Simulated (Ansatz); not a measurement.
BH$_{3}$OSi$_{2}$ (SMILES B1O[SiH2][Si]1)

```xyz
7

B    -2.8572    1.4210    0.2880
O    -1.8567    0.5284    0.0913
Si   -1.3784    0.2088    1.7375
Si   -2.7514    2.0753    2.3364
H    -3.5746    1.7492   -0.6337
H    -1.8413   -1.1653    2.1061
H     0.1163    0.2346    1.8129
```

Geometry: PBE0-D3(BJ)/def2-SVP.

Method: Ansatz, isolated molecule in a Gaussian basis; Kohn-Sham density functional theory, functional PBE0.

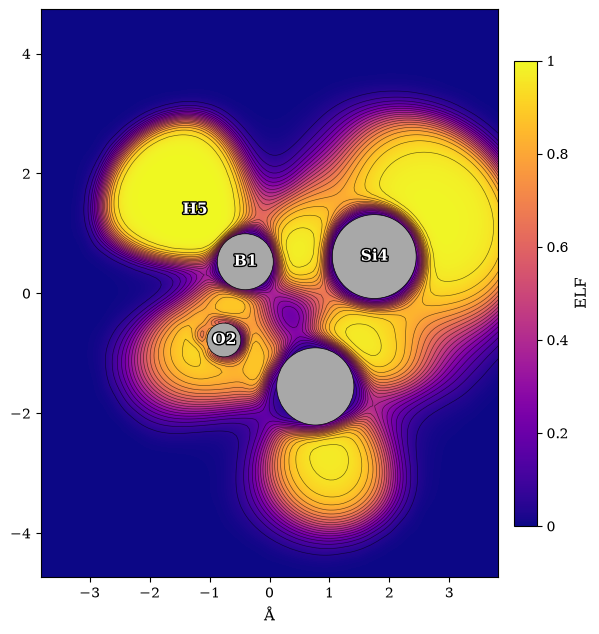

Figure 1. ELF on the plane of atoms Si4, B1 and H5. Grey discs cover the atomic cores.

Question: Read the bonding off the picture.

Answer: The plane passes through B, O, Si and H nuclei.
B–O (1.36 Å): the ELF peaks at about 0.90 between the atoms; a polar covalent bond.
Si–B (2.15 Å): the ELF peaks at about 1 between the atoms (a covalent bond).
B–H (1.21 Å): the ELF climbs to about 1 towards the hydrogen, as it does in any bond to H: a covalent bond by its length.
The ELF also peaks beside O2 and Si4, away from the bonds: lone-pair regions.

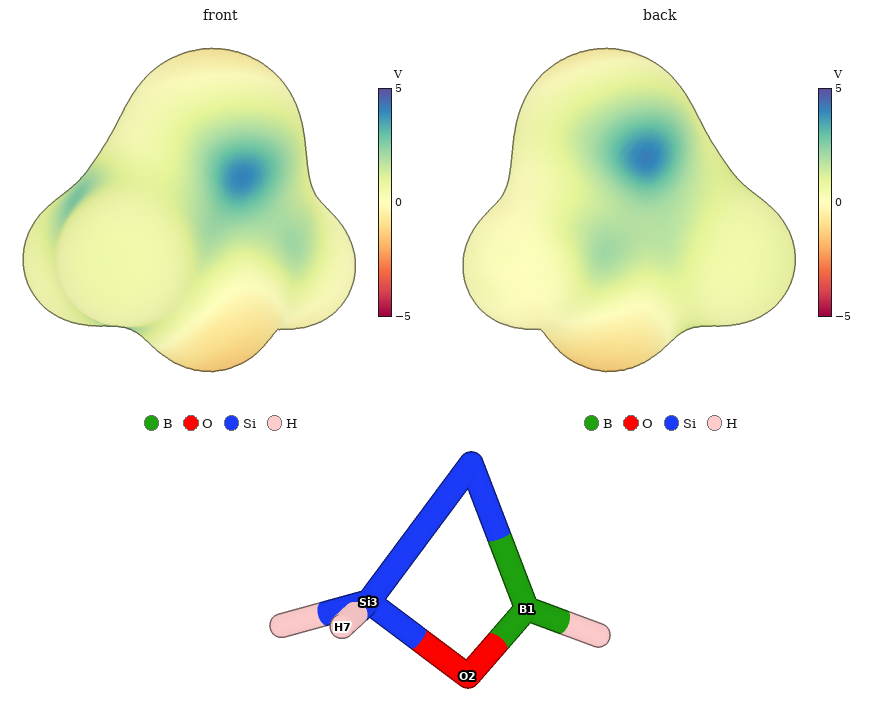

Figure 2. The electrostatic potential painted on the density surface at 0.004 e/bohr³, seen from the front and from behind; the colour scale runs from red (negative) to blue (positive). The bare structure is drawn below in the same view.

Question: Where is the surface potential most negative and most positive?

Answer: The most negative region (about −1.3 V, or −30 kcal/mol for a unit charge) lies over O2, the most positive (about +4.0 V, or +92 kcal/mol for a unit charge) over Si4. O2 is the likeliest acceptor of a hydrogen bond.

Question: How polar is the molecule by this calculation?

Answer: Its dipole moment is 0.86 D.

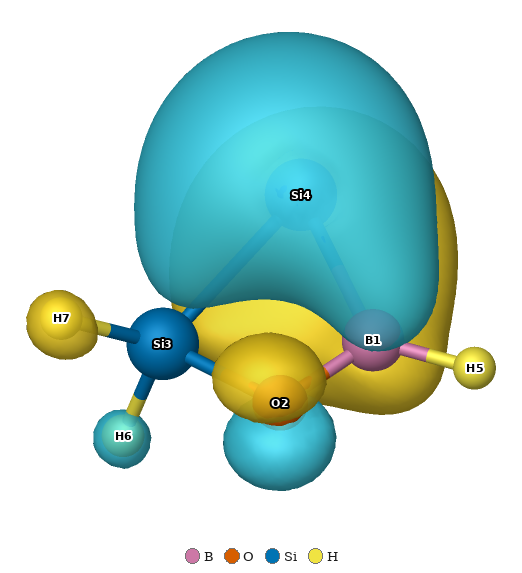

Figure 3. The LUMO at ±0.08 Å⁻³ᐟ² (yellow and cyan are the two phases), seen at a tilt.

Question: Describe this orbital and give its energy.

Answer: By Hirshfeld shares it lies mainly on Si4 (about 70 %) and B1 (about 15 %). Its energy is −3.78 eV.
